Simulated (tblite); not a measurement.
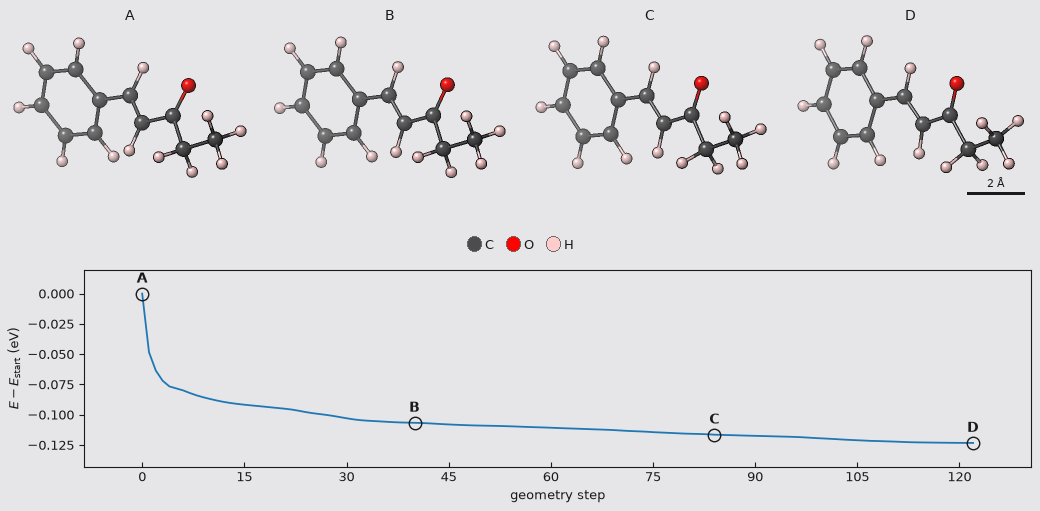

Frames of a relaxation of C11H12O, marked on the history of the run. A ball-and-stick model, seen from a free direction.

Theory: tblite, GFN2-xTB geometry optimisation, gas phase. 

Q: What happens along the run?

A: The atom that moves furthest after the best rigid fit is an H atom (0.69 Å). By element the largest moves are H 0.69 Å, O 0.57 Å, C 0.39 Å. Some distances before and after: C–C 1.496 → 1.471 Å, C–H 1.110 → 1.087 Å, C–C 1.403 → 1.381 Å, C–C 1.464 → 1.448 Å. Among the angles between lasting bonds that change: C–C–C 124.1° → 127.9°, C–C–H 119.4° → 116.4°, H–C–H 110.2° → 107.3°. Groups turn about C–C by about 35°. The energy falls by 0.123 eV in 122 geometry steps. The run took 1.8 s on 2 threads of Intel(R) Xeon(R) Platinum 8259CL CPU @ 2.50GHz, on a shared host. From step 0 to 40: an H atom moves most (0.31 Å), energy −0.107 eV. From step 40 to 84: an H atom moves most (0.32 Å), energy −0.010 eV. From step 84 to 122: H atoms move most (0.31 Å), energy −0.007 eV.

| step | E − E(0), eV |
| --- | --- |
| 0 | 0.0000 |
| 1 | -0.0484 |
| 2 | -0.0635 |
| 3 | -0.0719 |
| 4 | -0.0766 |
| 5 | -0.0782 |
| 6 | -0.0799 |
| 7 | -0.0821 |
| 8 | -0.0840 |
| 9 | -0.0856 |
| 10 | -0.0870 |
| 16 | -0.0923 |
| 22 | -0.0957 |
| 28 | -0.1009 |
| 34 | -0.1052 |
| 39 | -0.1065 |
| 45 | -0.1080 |
| 51 | -0.1091 |
| 57 | -0.1102 |
| 63 | -0.1113 |
| 69 | -0.1126 |
| 75 | -0.1144 |
| 81 | -0.1158 |
| 87 | -0.1169 |
| 93 | -0.1179 |
| 98 | -0.1189 |
| 104 | -0.1208 |
| 110 | -0.1221 |
| 116 | -0.1230 |
| 122 | -0.1233 |
